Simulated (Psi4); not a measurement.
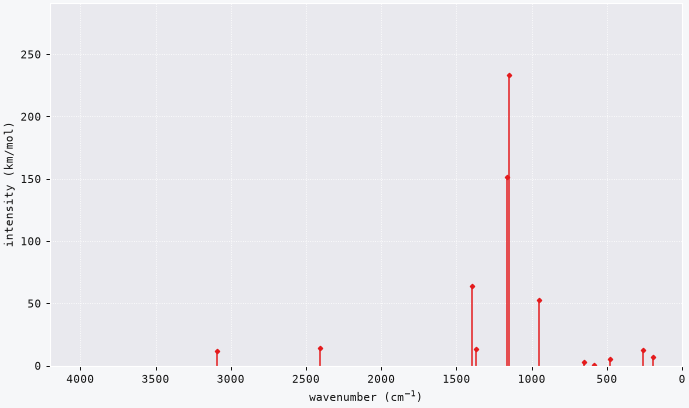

Unscaled harmonic wavenumbers and double-harmonic intensities, PBE0/def2-TZVP (dispersion D4) with Psi4, at a geometry relaxed at this level, isolated molecule. Modes within 2 cm⁻¹ of each other count as one line, with their intensities summed.

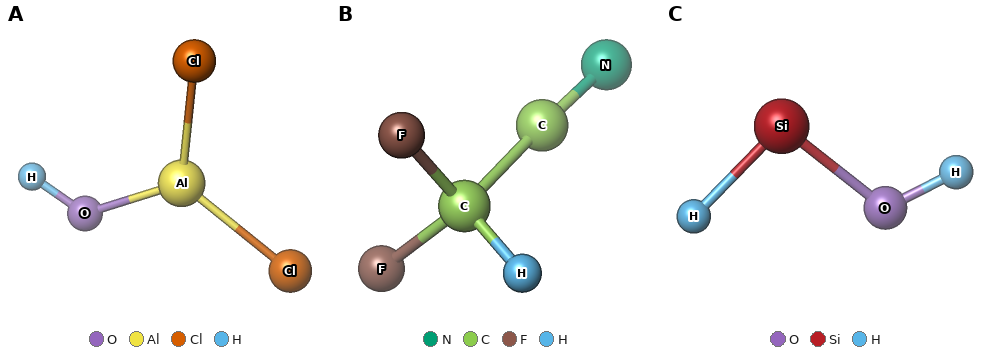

**Whose IR spectrum is this? Choose among the lettered structures.**

Structure B, C₂HF₂N, SMILES N#CC(F)F. It has its most intense lines at 1149.5, 1161.1 and 1396.6 cm⁻¹.
